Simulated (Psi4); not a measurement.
# SVWN5/cc-pVTZ run of SiO2 (silicon dioxide molecule)

What is the energy change on altering one bond length of SiO2 (silicon dioxide molecule) at SVWN5/cc-pVTZ? 

The calculation is run with Psi4 1.11.

1 further run of the same task is left out (it didn't finish).

## 1. The structure to begin with

SiO2 has 3 atoms, charge 0, and is taken as a singlet. As SMILES, `O=[Si]=O`. The coordinates come from a PBE0-D4/def2-TZVP relaxation.

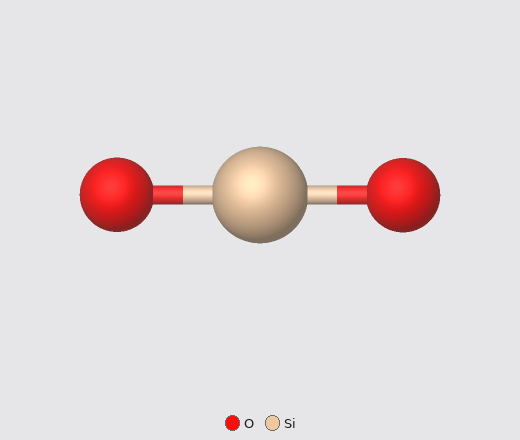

The structure, seen from a chosen angle (oxygen red, silicon light orange).

## 2. The energy at SVWN5/cc-pVTZ

input.inp

```
memory 2200 MB

molecule {
  0 1
  O      0.697730     1.229600     0.518760
  Si    -0.000010     0.000000     0.000000
  O     -0.697730    -1.229610    -0.518760
  symmetry c1
}

set globals {
  basis cc-pVTZ
  puream true
  e_convergence 1e-09
  d_convergence 1e-08
  scf_type pk
  dft_radial_points 99
  dft_spherical_points 590
}

result, w = energy('scf', dft_functional={"name": "SVWN5", "x_functionals": {"LDA_X": {}}, "c_functionals": {"LDA_C_VWN": {}}}, return_wfn=True)
```

On the command line:

```bash
$ psi4 -i input.inp -o input.out -n 1
```

input.out:

```text
[...]
  Running in c1 symmetry.
[...]
  Nuclear repulsion =   89.956438948079580
[...]
  Multiplicity = 1
[...]
  Nalpha       = 15
  Nbeta        = 15
[...]
    Number of basis functions: 94
[...]
   @RKS iter   1:  -437.30583185477064    1.58028e-02   1.25643e-02 ADIIS/DIIS
[...]
   @RKS iter  11:  -437.81957716099481   -2.24532e-11   2.67803e-09 DIIS
[...]
    Orbital Energies [Eh]
    ---------------------
    Doubly Occupied:
       1A    -65.213861     2A    -18.639248     3A    -18.639223
       4A     -5.104873     5A     -3.547874     6A     -3.547874
       7A     -3.540236     8A     -0.909498     9A     -0.885059
      10A     -0.426634    11A     -0.361299    12A     -0.351428
      13A     -0.351428    14A     -0.312508    15A     -0.312508
[...]
  @RKS Final Energy:  -437.81957716099481
   => Energetics <=
    Nuclear Repulsion Energy =             89.9564389480795796
    One-Electron Energy =                -786.8981082471527770
    Two-Electron Energy =                 294.9415413723215806
    DFT Exchange-Correlation Energy =     -35.8194492342432156
    Empirical Dispersion Energy =           0.0000000000000000
    VV10 Nonlocal Energy =                  0.0000000000000000
    Total Energy =                       -437.8195771609948110
[...]
 Multipole Moments:
 ------------------------------------------------------------------------------------
     Multipole            Electronic (a.u.)      Nuclear  (a.u.)        Total (a.u.)
 ------------------------------------------------------------------------------------
 L = 1.  Multiply by 2.5417464519 to convert [e a0] to [Debye]
 Dipole X            :         -0.0000207           -0.0000001           -0.0000208
 Dipole Y            :         -0.0000004           -0.0000000           -0.0000004
 Dipole Z            :         -0.0000011           -0.0000000           -0.0000011
 Magnitude           :                                                    0.0000208
[...]
```

It took 16 s on 1 thread of Intel Xeon at 2.50GHz (Skylake/Cascade Lake), shared host; peak memory 0.66 GiB.

## 3. The distorted shape at the same level

o2si.xyz

```xyz
3
O2Si
O      0.907039     1.598457     0.674378
Si    -0.000010     0.000000     0.000000
O     -0.697730    -1.229610    -0.518760
```

run.py

```python
import psi4

psi4.set_memory(2200000000)
psi4.set_num_threads(1)
psi4.core.set_output_file('run.log', False)

with open('o2si.xyz') as f:
    atoms = ''.join(f.readlines()[2:])
m = psi4.geometry('0 1\n' + atoms + 'symmetry c1\nno_reorient\nno_com')

options = {'basis': 'cc-pVTZ', 'reference': 'rks', 'puream': True, 'e_convergence': 1e-09, 'd_convergence': 1e-08, 'scf_type': 'pk', 'dft_radial_points': 99, 'dft_spherical_points': 590}
psi4.set_options(options)

e_tot, wfn = psi4.energy('scf', dft_functional={"name": "SVWN5", "x_functionals": {"LDA_X": {}}, "c_functionals": {"LDA_C_VWN": {}}}, molecule=m, return_wfn=True)
print(f'scf energy: {e_tot:.10f} Eh')
for k, v in sorted(psi4.core.scalar_variables().items()):
    print(f'{k:45s} {v:18.10f}')
```

On the command line:

```bash
$ python run.py
```

run.log:

```text
[...]
  Running in c1 symmetry.
[...]
  Nuclear repulsion =   79.408136821326877
[...]
  Multiplicity = 1
[...]
  Nalpha       = 15
  Nbeta        = 15
[...]
    Number of basis functions: 94
[...]
   @RKS iter   1:  -437.23182188582723   -2.04506e-01   1.19249e-02 DIIS/ADIIS
[...]
   @RKS iter  14:  -437.72791026788894   -1.81899e-12   3.05889e-09 DIIS
[...]
    Orbital Energies [Eh]
    ---------------------
    Doubly Occupied:
       1A    -65.265618     2A    -18.662118     3A    -18.655436
       4A     -5.143821     5A     -3.587747     6A     -3.587747
       7A     -3.579705     8A     -0.917633     9A     -0.817315
      10A     -0.448339    11A     -0.364018    12A     -0.355158
      13A     -0.355158    14A     -0.271907    15A     -0.271907
[...]
  @RKS Final Energy:  -437.72791026788894
   => Energetics <=
    Nuclear Repulsion Energy =             79.4081368213268775
    One-Electron Energy =                -765.4815359974993498
    Two-Electron Energy =                 283.9545438626155374
    DFT Exchange-Correlation Energy =     -35.6090549543320449
    Empirical Dispersion Energy =           0.0000000000000000
    VV10 Nonlocal Energy =                  0.0000000000000000
    Total Energy =                       -437.7279102678889444
[...]
 Multipole Moments:
 ------------------------------------------------------------------------------------
     Multipole            Electronic (a.u.)      Nuclear  (a.u.)        Total (a.u.)
 ------------------------------------------------------------------------------------
 L = 1.  Multiply by 2.5417464519 to convert [e a0] to [Debye]
 Dipole X            :         -3.3403708            3.1640289           -0.1763418
 Dipole Y            :         -5.8868848            5.5761585           -0.3107263
 Dipole Z            :         -2.4836995            2.3526032           -0.1310963
 Magnitude           :                                                    0.3805700
[...]
```

The script printed:

```text
scf energy: -437.7279102679 Eh
CURRENT ENERGY                                   -437.7279102679
CURRENT REFERENCE ENERGY                         -437.7279102679
DD SOLVATION ENERGY                                 0.0000000000
DFT FUNCTIONAL TOTAL ENERGY                      -437.7279102679
DFT TOTAL ENERGY                                 -437.7279102679
DFT VV10 ENERGY                                     0.0000000000
DFT XC ENERGY                                     -35.6090549543
GRID ELECTRONS ALPHA                               14.9999999973
GRID ELECTRONS BETA                                14.9999999973
GRID ELECTRONS TOTAL                               29.9999999945
NUCLEAR REPULSION ENERGY                           79.4081368213
ONE-ELECTRON ENERGY                              -765.4815359975
PCM POLARIZATION ENERGY                             0.0000000000
PE ENERGY                                           0.0000000000
SCF ITERATION ENERGY                             -437.7279102679
SCF ITERATIONS                                     14.0000000000
SCF TOTAL ENERGY                                 -437.7279102679
TWO-ELECTRON ENERGY                               283.9545438626
XC GRID RADIAL POINTS                              99.0000000000
XC GRID SPHERICAL POINTS                          590.0000000000
XC GRID TOTAL POINTS                           167744.0000000000
```

Wall time 23 s (1 thread of Intel Xeon at 2.50GHz (Skylake/Cascade Lake), shared host); peak memory 0.65 GiB.

## 4. Results

Level: SVWN5/cc-pVTZ.

| quantity | value |
| --- | --- |
| first shape: total energy | -437.81958 Eh |
| first shape: dipole moment | 0.00 D |
| first shape: HOMO energy | -8.50 eV |
| first shape: LUMO energy | -4.49 eV |
| first shape: HOMO–LUMO gap | 4.01 eV |
| distorted shape: total energy | -437.72791 Eh |
| distorted shape: dipole moment | 0.97 D |
| distorted shape: HOMO energy | -7.40 eV |
| distorted shape: LUMO energy | -5.70 eV |
| distorted shape: HOMO–LUMO gap | 1.70 eV |
| energy change with the O1–Si2 bond stretched from 1.506 to 1.958 Å | 2.494 eV |

With the O1–Si2 bond stretched from 1.506 to 1.958 Å the energy rises by 2.49 eV (58 kcal/mol). The first shape isn't relaxed at this level, so the change isn't measured from a minimum.
